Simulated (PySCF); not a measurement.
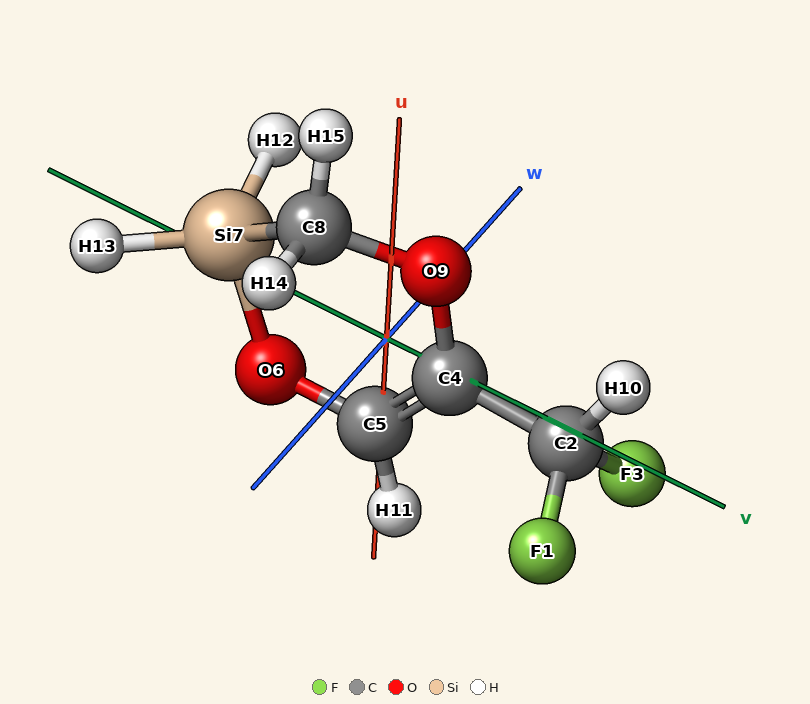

The lines u, v and w are the principal axes of the static dipole polarisability. The geometry was computed by an optimisation with GFN2-xTB. No frequency run is at hand to confirm it as a minimum. Computed with CAM-B3LYP/def2-SVPD (PySCF 2.14.0).

**Along which axis is the molecule most polarisable, and along which least?**

Most along v (nearly parallel to the C5–O6 bond), least along w.

**Give the three principal values.**

u 76.7, v 91.4, w 63.9 bohr³; mean 77.3, anisotropy 23.9 bohr³.

The geometry is semi-empirical. Around Si such bond lengths and angles can be off by a tenth of an ångström or more and by several degrees, and values that hang on the shape move with them.
